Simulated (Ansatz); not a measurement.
Cost and result by functional for the surface energy of the (11-21) surface of hcp Os in its 1x1 cell, outermost plane spacing 0.66 Å in the ideal cut, in Ansatz (plane waves, PAW). Single points on the PBE structure, on one kind of machine; costs are rough ratios of the slab run's core time (references not counted) to the cheapest single point. r2SCAN's cost holds its higher cutoff (500 against 420 eV). Differences are taken against r2SCAN for comparison alone: no measured value is at hand, so the table doesn't rank accuracy.

Set-up: 16 atoms, 9.8 Å thick at the start (thin: gaps and levels are the slab's own); mesh 9x8x1; 0.1 eV smearing; dipole correction on; all atoms relaxed; start symmetry kept, larger cells not searched; no spin, no spin-orbit, no U. These notes are the PBE run's.

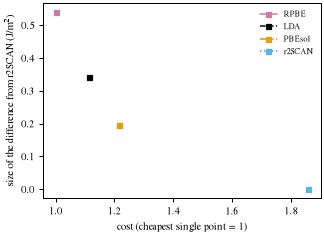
Figure: Difference from r2SCAN against cost

| functional | relative cost | surface energy (J/m²) | less r2SCAN (J/m²) |
|---|---|---|---|
| RPBE | 1 | 3.73 | -0.54 |
| LDA | 1 | 4.62 | 0.34 |
| PBEsol | 1 | 4.47 | 0.20 |
| r2SCAN | 2 | 4.28 | 0.00 |
| PBE (the relaxed run's value) | – | 3.98 | -0.29 |

The values span 0.88 J/m², while the single points' costs differ by a factor of roughly 2. Differences are of unrounded values.

Ansatz is a quantum-chemistry and plane-wave program.
